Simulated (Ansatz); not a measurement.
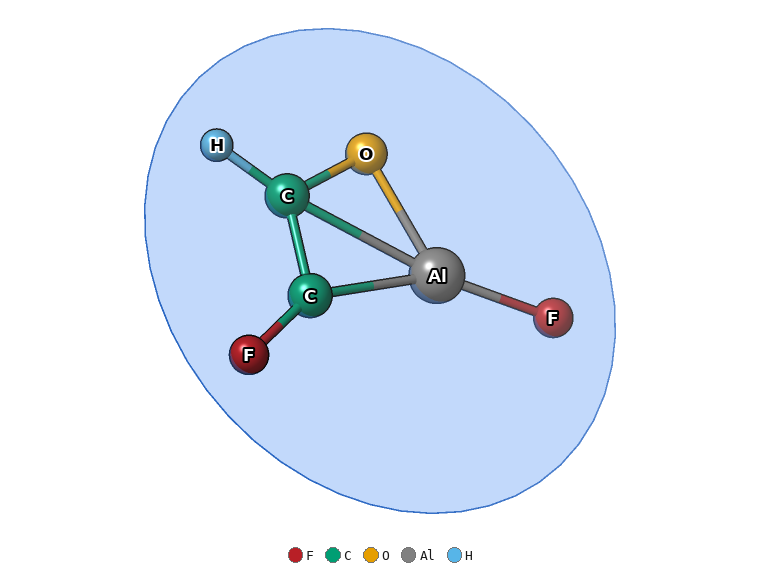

All proper rotation axes (lines) and mirror planes (discs) of the structure are drawn in. Atoms fade into the background with distance from the viewer. The computed structure is the end point of a PBE0-D4/def2-TZVP optimisation.

**Name the symmetry elements and the point group.**

It has 1 mirror plane. Point group Cs. The group has 2 operations. The geometry is achiral, and symmetry allows a dipole moment.
